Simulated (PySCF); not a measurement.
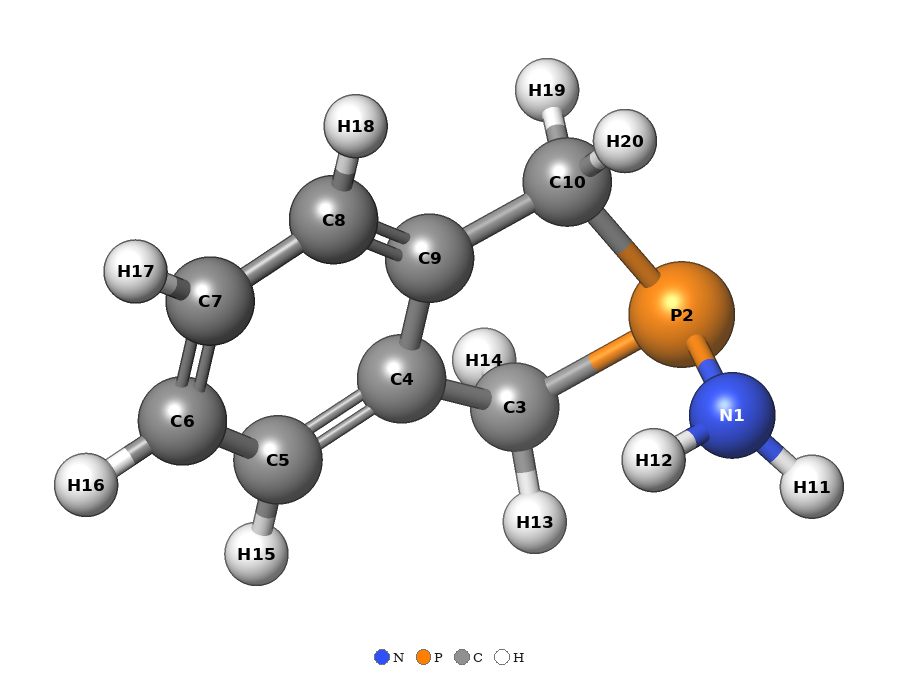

The geometry was computed by an optimisation with PBE0-D3(BJ)/def2-SVP. No frequency run is at hand to confirm it as a minimum. Method: GIAO PBE0/pcSseg-1 NMR shielding, non-relativistic, gas phase (PySCF 2.14.0), and the same with a continuum solvent (IEF-PCM, Bondi radii x 1.2, gas-phase geometry).

How do dipole (D), HOMO–LUMO gap (eV), σ(H11) (ppm), σ(P2) (ppm), σ(N1) (ppm) change in acetonitrile (ε = 35.7), dimethylsulfoxide (ε = 46.8)?

```json
{"medium": "gas phase", "dipole (D)": "1.39", "HOMO–LUMO gap (eV)": "6.35", "σ(H11) (ppm)": "30.71", "σ(P2) (ppm)": "271.8", "σ(N1) (ppm)": "236.3"}
{"medium": "acetonitrile", "dipole (D)": "1.81", "HOMO–LUMO gap (eV)": "6.42", "σ(H11) (ppm)": "30.22", "σ(P2) (ppm)": "275.3", "σ(N1) (ppm)": "239.1"}
{"medium": "dimethylsulfoxide", "dipole (D)": "1.82", "HOMO–LUMO gap (eV)": "6.42", "σ(H11) (ppm)": "30.22", "σ(P2) (ppm)": "275.3", "σ(N1) (ppm)": "239.2"}
```
